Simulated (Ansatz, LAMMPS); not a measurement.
## Amorphous carbon (64 atoms): support functions against a reference

Aim: test how closely localised support functions follow the reference on amorphous carbon (64 atoms), and at what cost. A setting counts as converged where the r.m.s. difference of forces stays under 1 % of the r.m.s. force.

Main program and level: Ansatz 0.2.0; Kohn-Sham DFT, PBE, PAW (set soft_2), plane waves.

## Step 1: Set-up

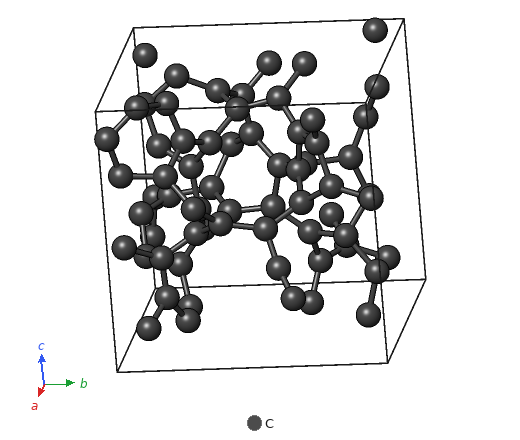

The cell as given, slightly off an axis (carbon dark grey). Bonds to atoms that aren't drawn are left out. Some periodic images of atoms are drawn too.

The cell holds 64 atoms: 64 C. Its edges and angles: a = 9.022 Å, b = 9.022 Å, c = 9.022 Å, α = 90.0°, β = 90.0°, γ = 90.0°. 64 atoms (64 C) placed at random at 1.74 g/cm³, melted at 5500 K for 10 ps at fixed volume with the LCBOP (Los and Fasolino, Phys. Rev. B 68, 024107 (2003)). Quenched from 5500 K to 300 K at 100 K/ps and fixed volume, held 5 ps.

Limits known from the start: The quench rate of 100 K/ps is many orders above laboratory rates, so the cell is likely richer in defects and strain than a real sample. The starting topology of bonds comes from the classical model, and needn't be the one that DFT or experiment would give.

## Step 2: The classical run that made the cell

A classical potential supplies the starting structure, since it reaches far longer times than DFT.

This step: classical MD, LCBOP (Los and Fasolino, Phys. Rev. B 68, 024107 (2003)) (LAMMPS 22 Jul 2025 - Update 4).

The input, in.lmp:

```
# melt-quench of C64
units metal
atom_style atomic
boundary p p p
region box block 0 9.0223 0 9.0223 0 9.0223
create_box 1 box
mass 1 12.0110   # C
create_atoms 1 random 64 577067 NULL overlap 1.62 maxtry 2000
pair_style lcbop
pair_coeff * * C.lcbop C
neigh_modify delay 0 every 1 check yes
thermo_style custom step time temp pe press density
thermo_modify norm yes
timestep 0.0005
thermo 100
min_style cg
minimize 1e-4 1e-4 200 2000
reset_timestep 0
velocity all create 5500 577068 mom yes dist gaussian
fix lim all nve/limit 0.05
fix lan all langevin 5500 5500 0.05 577069 zero yes
thermo 500
run 1000 post no
unfix lim
unfix lan
thermo 3333
fix md all nvt temp 5500 5500 0.05
run 20000 post no
unfix md
thermo 10400
fix md all nvt temp 5500 300 0.05
run 104000 post no
unfix md
thermo 5000
fix md all nvt temp 300 300 0.05
run 10000 post no
unfix md
write_dump all custom glass.dump id type xs ys zs modify sort id
```

The run is started by

```
$ lmp -in in.lmp -log none -nocite
```

Numbers of over 12 decimals in the logs are rounded to 6 here.

What it wrote:

```text
LAMMPS (22 Jul 2025 - Update 4)
Created orthogonal box = (0 0 0) to (9.0223 9.0223 9.0223)
Created 64 atoms
   Step          Time           Temp          PotEng         Press         Density
         0   0              0             -1.5855906     -224245.52      1.7380266
        93   0.0465         0             -5.2170338      79925.305      1.7380266
Loop time of 0.132736 s on 1 MPI rank(s) for 93 steps with 64 atoms
Minimization stats:
  Stopping criterion = energy tolerance
  Energy initial, next-to-last, final =
     -1.58559062904074  -5.21652150608642  -5.21703379402141
  Force two-norm initial, final = 93.165609 1.8712231
[... 14 lines left out ...]
[... 1 line left out ...]
Loop time of 19.2272 s on 1 MPI rank(s) for 20000 steps with 64 atoms
   Step          Time           Temp          PotEng         Press         Density
[... 11 lines left out ...]
    125000   62.5           273.4899      -6.8605746     -133513.26      1.7380266
Loop time of 95.4412 s on 1 MPI rank(s) for 104000 steps with 64 atoms
   Step          Time           Temp          PotEng         Press         Density
    125000   62.5           273.4899      -6.8605746     -133513.26      1.7380266
    130000   65             289.27463     -6.866841      -122053.93      1.7380266
    135000   67.5           256.03992     -6.8671095     -127872.75      1.7380266
Loop time of 7.19907 s on 1 MPI rank(s) for 10000 steps with 64 atoms
```

The job ended after 2.1 min (1 thread of AMD EPYC 7R43, shared host; peak memory 0.069 GiB).

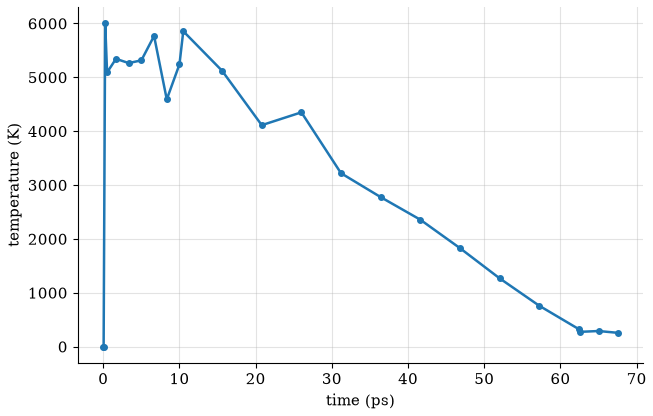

Temperature, plotted against time.

## Step 3: Plane-wave single point

The first run fixes the reference, at a cutoff of 420 eV.

The input, input.yaml:

```yaml
crystal:
  lattice:
    - [9.0223, 0.0, 0.0]
    - [0.0, 9.0223, 0.0]
    - [0.0, 0.0, 9.0223]
  atoms:
    - { symbol: C, position: [0.49599, 0.0998, 0.86122] }
    - { symbol: C, position: [0.82831, 0.17861, 0.22565] }
    - { symbol: C, position: [0.11904, 0.73897, 0.17858] }
    - { symbol: C, position: [0.96138, 0.12374, 0.15158] }
    - { symbol: C, position: [0.46144, 0.85454, 0.01728] }
    - { symbol: C, position: [0.90707, 0.61162, 0.34871] }
    - { symbol: C, position: [0.26848, 0.44625, 0.66545] }
    - { symbol: C, position: [0.46988, 0.66888, 0.60594] }
    - { symbol: C, position: [0.67364, 0.69287, 0.79271] }
    - { symbol: C, position: [0.42825, 0.78981, 0.31326] }
    - { symbol: C, position: [0.30377, 0.43099, 0.82318] }
    - { symbol: C, position: [0.0792, 0.04005, 0.37484] }
    - { symbol: C, position: [0.21337, 0.11648, 0.42202] }
    - { symbol: C, position: [0.22849, 0.27706, 0.45108] }
    - { symbol: C, position: [0.00167, 0.67244, 0.26025] }
    - { symbol: C, position: [0.91413, 0.97538, 0.60626] }
    - { symbol: C, position: [0.424, 0.04674, 0.25836] }
    - { symbol: C, position: [0.44218, 0.36482, 0.88863] }
    - { symbol: C, position: [0.44212, 0.9531, 0.88244] }
    - { symbol: C, position: [0.08491, 0.88065, 0.11508] }
    - { symbol: C, position: [0.95532, 0.14577, 0.99502] }
    - { symbol: C, position: [0.57075, 0.21824, 0.10608] }
    - { symbol: C, position: [0.77856, 0.69464, 0.55604] }
    - { symbol: C, position: [0.81238, 0.23349, 0.96278] }
    - { symbol: C, position: [0.37755, 0.89152, 0.74856] }
    - { symbol: C, position: [0.99306, 0.33015, 0.6121] }
    - { symbol: C, position: [0.7304, 0.2328, 0.10391] }
    - { symbol: C, position: [0.35625, 0.3576, 0.39785] }
    - { symbol: C, position: [0.4014, 0.82662, 0.6036] }
    - { symbol: C, position: [0.9538, 0.0657, 0.73626] }
    - { symbol: C, position: [0.35187, 0.51768, 0.40894] }
    - { symbol: C, position: [0.0574, 0.01593, 0.21661] }
    - { symbol: C, position: [0.50093, 0.28079, 0.38159] }
    - { symbol: C, position: [0.46089, 0.69588, 0.98595] }
    - { symbol: C, position: [0.34391, 0.64608, 0.30604] }
    - { symbol: C, position: [0.938, 0.05417, 0.45581] }
    - { symbol: C, position: [0.92286, 0.22457, 0.71752] }
    - { symbol: C, position: [0.50121, 0.18327, 0.24782] }
    - { symbol: C, position: [0.61709, 0.28786, 0.49279] }
    - { symbol: C, position: [0.15864, 0.35042, 0.59168] }
    - { symbol: C, position: [0.25391, 0.65971, 0.16586] }
    - { symbol: C, position: [0.81541, 0.77629, 0.79317] }
    - { symbol: C, position: [0.00247, 0.03428, 0.89363] }
    - { symbol: C, position: [0.32209, 0.6246, 0.02832] }
    - { symbol: C, position: [0.5783, 0.4542, 0.8586] }
    - { symbol: C, position: [0.24638, 0.53029, 0.92531] }
    - { symbol: C, position: [0.62874, 0.66844, 0.63443] }
    - { symbol: C, position: [0.01688, 0.89295, 0.96464] }
    - { symbol: C, position: [0.83457, 0.17142, 0.37964] }
    - { symbol: C, position: [0.87821, 0.40668, 0.51703] }
    - { symbol: C, position: [0.34379, 0.02816, 0.39614] }
    - { symbol: C, position: [0.67663, 0.35888, 0.7645] }
    - { symbol: C, position: [0.91472, 0.78397, 0.91308] }
    - { symbol: C, position: [0.35972, 0.5561, 0.56886] }
    - { symbol: C, position: [0.53303, 0.14528, 0.71317] }
    - { symbol: C, position: [0.48137, 0.22424, 0.96217] }
    - { symbol: C, position: [0.38379, 0.88148, 0.44836] }
    - { symbol: C, position: [0.77387, 0.29632, 0.44978] }
    - { symbol: C, position: [0.85833, 0.56767, 0.48561] }
    - { symbol: C, position: [0.60309, 0.26986, 0.65227] }
    - { symbol: C, position: [0.80559, 0.28118, 0.81459] }
    - { symbol: C, position: [0.45191, 0.89796, 0.17958] }
    - { symbol: C, position: [0.57578, 0.60943, 0.89432] }
    - { symbol: C, position: [0.84937, 0.82224, 0.63612] }
kpoints:
  mp_grid: { grid: [2, 2, 2] }
hamiltonian:
  xc: pbe
scf:
  occupations: { method: fermi_dirac, width: 0.025 }
output:
  forces: true
  stress: true
  populations: true
  dos:
    method: { smearing: { sigma: 0.15 } }
    de: 0.1
    projected: { site_lists: { C: [C] } }
  eigenvalues: true
  write_density: true
  write_potential: true
  volumetric_format: npy
  elf: true
```

The run is started by

```
$ ansatz run input.yaml --threads 4 --pin off --max-ram 8192MiB --backend cpu --events-out ev --progress --plain --runs-dir out
```

What it wrote:

```text
Engine: ansatz 0.2.0, x86_64-unknown-linux-gnu
Pseudopotentials: kind: paw
Pseudopotential: C, paw, valence charge 4, recommended cutoff 420 eV (normal), C.paw.azcp
[... 5 lines on functional and potentials left out ...]
Crystal: 64 atoms, lattice volume = 734.432 Å³
Basis set: ecut = 420 eV, 14363 PW (Γ), exchange–correlation on 128×128×128 points (8 copies of the dense FFT grid, shifted against one another)
Bands: 192, of which v1, the nominal top of the filled ones, is band 128 counted from 1 (127 counted from 0)
Symmetry: 1 space group operations
Space group: P1 (ITA 1), of the structure as read, at distance tolerance 9.0e-5 Å
k-points: 8
[... 3 lines on functional and potentials left out ...]
Initial density: superposition of atomic densities (neutral atoms: chi_scale 0, normalization atom), corrected by the library's trained network
Initial wavefunctions: pseudopotential atomic-orbital guess
Functional: x = pbe(κ = 0.804, μ = 0.219515), c = pbe(β = 0.066725)
SCF iter   1: F=—  HF=-15997.139318 eV  |F-HF|=—  |Δ(HF+E_count)|=         —  Δρ=1.40e-2  dr2=2.49e0  ethr=1.77e-3  ⟨swp⟩=6.0  Hψ=6774  notcnv=0  defer=308
preconditioner: auto → LDOS  [metal: Δε(μ)=0.015 eV  Ē_g=13.303 eV  σ=0.025 eV  W_gap=0.15  n_scr=146 (ndim 8)  ℏωp=21.9 eV  f_vac=0.178  D(μ)=18.72/eV (n_scr^D=122)  β→1.0]
SCF iter   2: F=—  HF=-15996.870206 eV  |F-HF|=—  |Δ(HF+E_count)|=   2.69e-1  Δρ=7.06e-3  dr2=5.88e-1  ethr=9.74e-4  ⟨swp⟩=2.8  Hψ=2572  notcnv=0  defer=431
SCF iter   3: F=—  HF=-15996.804696 eV  |F-HF|=—  |Δ(HF+E_count)|=   6.55e-2  Δρ=2.42e-3  dr2=8.16e-2  ethr=2.30e-4  ⟨swp⟩=2.0  Hψ=1892  notcnv=0  defer=431
SCF iter   4: F=—  HF=-15996.797173 eV  |F-HF|=—  |Δ(HF+E_count)|=   7.52e-3  Δρ=1.02e-3  dr2=1.20e-2  ethr=3.19e-5  ⟨swp⟩=2.0  Hψ=1929  notcnv=0  defer=431
SCF iter   5: F=—  HF=-15996.796231 eV  |F-HF|=—  |Δ(HF+E_count)|=   9.42e-4  Δρ=4.99e-4  dr2=2.96e-3  ethr=4.69e-6  ⟨swp⟩=2.1  Hψ=2064  notcnv=0  defer=431
SCF iter   6: F=—  HF=-15996.796046 eV  |F-HF|=—  |Δ(HF+E_count)|=   1.85e-4  Δρ=2.08e-4  dr2=4.93e-4  ethr=1.15e-6  ⟨swp⟩=2.0  Hψ=1892  notcnv=0  defer=431
SCF iter   7: F=—  HF=-15996.796018 eV  |F-HF|=—  |Δ(HF+E_count)|=   2.81e-5  Δρ=8.79e-5  dr2=8.86e-5  ethr=1.93e-7  ⟨swp⟩=2.0  Hψ=1973  notcnv=0  defer=431
SCF iter   8: F=—  HF=-15996.796974 eV  |F-HF|=—  |Δ(HF+E_count)|=   9.56e-4  Δρ=4.05e-5  dr2=2.02e-5  ethr=3.46e-8  ⟨swp⟩=2.2  Hψ=2321  notcnv=0  defer=431
SCF iter   9: F=—  HF=-15996.796972 eV  |F-HF|=—  |Δ(HF+E_count)|=   1.06e-6  Δρ=1.96e-5  dr2=4.74e-6  ethr=7.91e-9  ⟨swp⟩=2.8  Hψ=2012  notcnv=0  defer=431
SCF iter  10: F=—  HF=-15996.796972 eV  |F-HF|=—  |Δ(HF+E_count)|=   3.40e-7  Δρ=8.13e-6  dr2=6.89e-7  ethr=1.85e-9  ⟨swp⟩=2.5  Hψ=1985  notcnv=0  defer=431
SCF iter  11: F=—  HF=-15996.796972 eV  |F-HF|=—  |Δ(HF+E_count)|=   7.75e-9  Δρ=4.17e-6  dr2=1.90e-7  ethr=2.69e-10  ⟨swp⟩=2.0  Hψ=1814  notcnv=0  defer=431
SCF iter  12: F=-15996.796972 eV  HF=-15996.796972 eV  |F-HF|=4.32e-8  |Δ(HF+E_count)|=   8.18e-9  Δρ=2.15e-6  dr2=5.62e-8  ethr=3.91e-11  ⟨swp⟩=26.8  Hψ=14381  notcnv=0
SCF 1 converged in 12 iterations: F = -15996.796972 eV  dr2 = 5.62e-8
  greatest PAW one-centre occupation: 0.690 electrons in one spin orbital (limit 2), on the C atom at site 45 (counted from 0), in its partial waves of l = 0
SCF converged after 12 iterations
Free energy (F): -15996.796972 eV
Harris-Foulkes:  -15996.796972 eV  (|F-HF|=4.32e-8)
Internal energy: -15996.755121 eV  (E = F + TS)
E sigma→0 (E₀):  -15996.776047 eV
Entropy (-TS):   -0.041851 eV (-0.654 meV/atom)
Fermi energy:    3.988326 eV
--- Per-component energies (eV) ---
  E_band       = -1095.561587
  E_kinetic    = 5631.060101
  E_local      = -14086.392353  (includes V_loc(G=0)·N_el)
  E_nonlocal   = 1720.325770
  E_hartree    = 4886.001723
  E_xc         = -3011.170021
  E_vxc        = -3723.747507  (∫ρ·V_xc dr)
  E_paw        = -6336.652951  (= ΣΔE_a)
  E_vpaw       = -408.810243  (= ΣTr[D̂ρ^β])
  E_aug_tail   = 0.000439  (compensation charges beyond the density's cutoff)
  E_ewald      = -4799.927829
  E_smearing   = -0.041851  (= −TS)
  E_closure    = -0.000000  (closes the sum)
  Σ components = -15996.796972   (vs F -15996.796972, Δ=0.00e0)
--- Forces (eV/Å), atoms counted from 1 ---
  atom   1  C     -1.00924907     1.86665389    -0.62491900
  atom   2  C      1.78892155     0.19993540    -1.95516455
  atom   3  C     -2.96812128    -2.24857122     1.91106599
  atom   4  C     -0.64100411    -0.93310746    -1.26619309
  atom   5  C     -0.22720397     1.99471169     2.00839687
  atom   6  C      3.03019290     1.24226042    -0.92498314
  atom   7  C     -0.10176060     0.74254248    -2.03836184
  atom   8  C     -0.66710392     0.43496716     0.25588514
  atom   9  C      0.14002141     0.43051101    -2.46098802
  atom  10  C     -1.95374329     0.60954531     0.03650850
  atom  11  C     -0.76579815     1.86418707     2.00671192
  atom  12  C     -1.25835448     0.18114639     1.76401089
  atom  13  C      0.53816498    -0.16253947     0.67920677
  atom  14  C     -0.05126091     1.16105754     2.02336338
[...]
atom  63  C     -0.84358321     1.32838212     0.37838974
  atom  64  C      0.87547745     1.34101904    -0.70281907
  max |Σ_I F_I| component: 7.06e-5 eV/Å
--- Stress (GPa, compression-positive) ---
       -9.322924      -1.531883      -2.011613
       -1.531882     -12.407269       0.682700
       -2.011613       0.682700     -12.732837
  P = ⅓ Tr σ = -11.4877 GPa (-114.877 kbar)
--- Band table (eV; the first three rows and the last of 8) ---
  k-point 0: bands = ["-14.7590", "-14.2225", "-14.0669", "-13.8444", [... 176 levels ...], "12.1068", "12.2262", "12.2991", "12.3793", "12.4756", "12.5553", "12.6468", "12.6755", "12.8199", "12.9140", "13.0054", "13.0336"]
[...]
--- Löwdin populations: 64 sites ---
  site symbol       q [e]
     0      C      3.9527
     1      C      3.9604
     2      C      3.9804
[...]
63      C      3.9445
  spilling = 0.009788 (of n_electrons = 256.000000)
```

Wall time 70 s (4 threads of AMD EPYC 7R43, shared host); peak memory 3.2 GiB.

Reading the cycles: dr2 is the Hartree energy of the density residual (eV), the measure of convergence; HF is the Harris–Foulkes estimate of the energy, which meets the free energy F at convergence.

Read from the output:

| Property | Result |
| --- | --- |
| free energy | -15996.7970 eV |
| free energy per atom | -249.9500 eV/atom |
| SCF cycles | 12 |
| pressure | -11.49 GPa |
| r.m.s. force component | 1.349 eV/Å |
| longest force | 4.185 eV/Å |
| Fermi energy | 3.988 eV |
| levels partly filled by over 2 per cent | 14 |
| spilling of the projection | 0.009788 |

The r.m.s. force component of 1.3 eV/Å and the pressure of -11 GPa set the scale for the differences below.

## Step 4: Support functions low

The cell is solved in localised support functions. The level low gives here a grid of 48×48×48 points and a radius of 3.49 Å.

This step: Kohn-Sham DFT, PBE, PAW (set soft_2), localised support functions (low) (Ansatz 0.2.0).

input.yaml, the sections that differ from step 3:

```yaml
scf:
  occupations: { method: fermi_dirac, width: 0.025 }
  eigensolver: { kind: { support_functions: { accuracy: low } } }
  max_iter: 150
output:
  forces: true
  eigenvalues: true
# crystal, kpoints, hamiltonian: as in step 3
```

What it wrote:

```text
Warning: scf.eigensolver.kind.support_functions: disabling space-group detection — the functions' gradient is summed over unrotated k-points, so no spatial operation reduces the k-mesh or symmetrises the density; time reversal is kept, so that k and −k are solved as one point where they differ and the mesh holds both, and exact exchange and, on two spinor components, a DFT+U term hold to it where the run has them: [...]
settings of this run that can trade accuracy for cost: scf.eigensolver.kind.support_functions; scf.eigensolver.kind.support_functions.accuracy: low [...]
[...]
Crystal: 64 atoms, lattice volume = 734.432 Å³
Basis set: ecut = 420 eV, 14363 PW (Γ), exchange–correlation on 128×128×128 points (8 copies of the dense FFT grid, shifted against one another)
Bands: 154, of which v1, the nominal top of the filled ones, is band 128 counted from 1 (127 counted from 0)
Symmetry: 1 space group operations
k-points: 8
[...]
Eigensolver: Support functions (low, 48×48×48 points, laid for a spacing of at most 0.228497 Å, radius 3.492244 Å, 9 sites without an atom, 1 species' potentials softened for the grid, 1 wholly corrected for its errors in the mean over positions, 1 with the egg-box correction, energy correction by stochastic trace)
[...]
SCF iter   1: F=—  HF=-15999.647867 eV  |F-HF|=—  |Δ(HF+E_count)|=         —  Δρ=8.28e-2  dr2=5.41e1  ethr=1.00e-1
[...]
SCF iter  16: F=—  HF=-15997.009733 eV  |F-HF|=—  |Δ(HF+E_count)|=   2.93e-4  Δρ=3.70e-5  dr2=2.50e-5  ethr=4.72e-8  κ⁻¹=1.5e-3(r=7)
SCF iter  17: F=-15997.009990 eV  HF=-15997.009992 eV  |F-HF|=2.01e-6  |Δ(HF+E_count)|=   2.59e-4  Δρ=2.74e-5  dr2=1.24e-5  ethr=9.78e-9
SCF 1 converged in 17 iterations: F = -15997.015165 eV  dr2 = 1.24e-5
[...]
SCF converged after 17 iterations
Stability not checked: this state was not tested for a lower state beside it, because the mixer in use, unlike msr1, does not test its closes by its own steps (another_mixer; see scf.mixing.algorithm and scf.lower_state_search)
Free energy (F): -15997.015165 eV
[...]
Internal energy: -15996.973341 eV  (E = F + TS)
E sigma→0 (E₀):  -15996.994253 eV
Entropy (-TS):   -0.041824 eV (-0.654 meV/atom)
Fermi energy:    3.987803 eV
[...]
Σ components = -15997.015165   (vs F -15997.015165, Δ=0.00e0)
--- Forces (eV/Å), atoms counted from 1 ---
  atom   1  C     -1.00866873     1.86748546    -0.62601903
  atom   2  C      1.78938382     0.19887630    -1.95261199
  atom   3  C     -2.96766125    -2.24864761     1.91110369
  atom   4  C     -0.63961074    -0.93467985    -1.26750712
[...]
atom  64  C      0.87651531     1.34187826    -0.70233021
  max |Σ_I F_I| component: 4.80e-4 eV/Å
--- Band table (eV; the first three rows and the last of 8) ---
[...]
```

Run time: 3.1 min. Hardware: 4 threads; peak memory 2.1 GiB; 11 min of CPU time.

The program notes that the band table was not solved further than the SCF left it and it switched symmetry off.

Keys that differ from the reference: support_functions.accuracy = "low" and scf.max_iter = 150.

Forces differ from the reference by 1.1 meV/Å r.m.s., 0.085 % of their size, well within a tolerance of 1 %; the energy by -3.4 meV/atom. It took 3.1 min and 17 cycles; the reference's time can't be set against it, since the two runs asked for unlike analyses.

(Continued in part 2 of 3.)

[Logs are printed without paths, hosts, clocks, repeated set-up lines and the standing remarks that a program may print on its own settings, such as how far it seeks lower states.]

[Hosts, paths, dates, database ids (printed as entryN), source tags and the programs' standing remarks are cut or masked in the printed files.]
